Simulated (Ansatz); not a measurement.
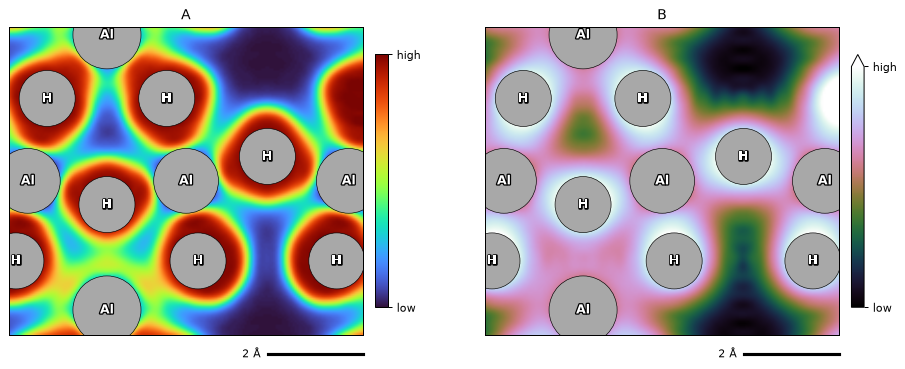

KAl3H9: 2 fields on the (100) plane of the conventional cell, with unlabelled colour scales. Grey discs cover the atomic cores.

Space group Pmm2; a structure generated by program, which may or may not match a known phase; computed without spin polarisation.

Method: DFT PBE, scalar-relativistic, plane waves, PAW (Ansatz 0.2.0).

```
K Al H
1.0
     3.56529    0.00000    0.00000
     0.00000    6.76442    0.00000
     0.00000    0.00000    5.79865
K Al H
1 3 9
Direct
  0.50000 0.50000 0.46597
  0.00000 0.24650 0.00345
  0.00000 0.75350 0.00345
  0.00000 0.00000 0.53425
  0.50000 0.25104 0.01785
  0.00000 0.00000 0.91733
  0.00000 0.50000 0.09228
  0.00000 0.18626 0.30304
  0.00000 0.28381 0.71253
  0.50000 0.74896 0.01785
  0.00000 0.81374 0.30304
  0.00000 0.71619 0.71253
  0.50000 0.00000 0.56792
```

### The panels show electron localisation function and valence pseudo-density in some order. Assign them.

Panel A: electron localisation function. Panel B: valence pseudo-density. From the grid: Al–H (1.71 Å): ρ is about 0.36 e/Å³ halfway; the ELF peaks at about 1 in the valence shell of H, 0.4 Å from its nucleus, and is about 1 at the midpoint. Al–H (1.78 Å): ρ at the midpoint is about 0.31 e/Å³; the ELF climbs to about 1 towards the hydrogen.
